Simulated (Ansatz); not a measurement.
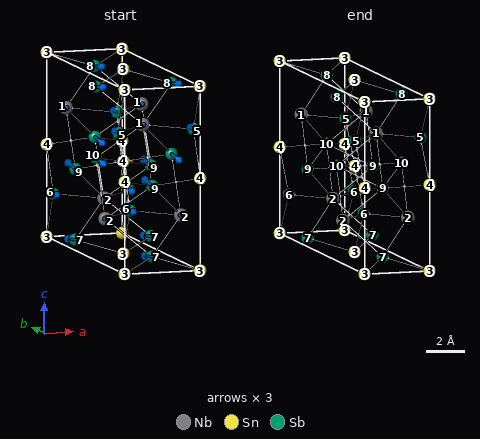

The structure of solid NbSnSb3 (built on the NaFeF3-63 type type) before (left) and after (right) a relaxation, at one scale. The blue arrows give the displacements (the part carried along by the change of the cell is left out), magnified 3 times.

Style: ball-and-stick. Shown: the conventional cell (2 times the calculation's cell), slightly off an axis. Lengths and directions refer to the drawn axes.

All numbers below come from Ansatz 0.2.0, DFT, PBEsol, plane waves, PAW. (plane-wave cutoff 420 eV; k-point mesh 6 × 6 × 2; occupations fermi dirac; smearing width 0.03 eV; no spin polarisation; cell and atoms relaxed; force threshold 0.01 eV/Å; at most 120 steps)

What changed between the two?

Answer. After 9 accepted moves (11 points after the start) the energy has fallen by 603 meV per atom. Largest force component: 2.8 eV/Å at the start, 0.0018 eV/Å at the end. Pressure: −5.84 GPa at the start and 0.00 GPa at the end. At 2 points the geometry stayed and the basis and grid were re-selected for the new cell (energy shift of 0.4 meV per atom at most each time). The largest moves relative to the cell, 0.59 Å, are those of Sb7, Sb8, Sb9 and Sb10. Sb10 goes roughly along −b. Largest moves by element: Sb 0.59 Å, Nb 0.10 Å. Sn stays in place. Cell: a 4.250 → 3.651 Å (−14.1 %), b 13.861 → 15.087 Å (+8.8 %), c 9.996 → 9.343 Å (−6.5 %). Volume −12.6 %. Near-neighbour distances that change, for instance: Sb7–Sb8 4.080 → 3.163 Å, Nb1–Sb7 3.501 → 3.030 Å, Nb1–Sb10 3.289 → 2.899 Å, Nb1–Sb5 3.131 → 2.760 Å. Bond angles that change, for instance: Sb7–Sn3–Sb7 96.0° → 69.8°, Sb7–Sn3–Sb8 84.0° → 110.2°, Sn3–Sb8–Sn3 96.0° → 69.8°. The space group stays Cmcm (No. 63).
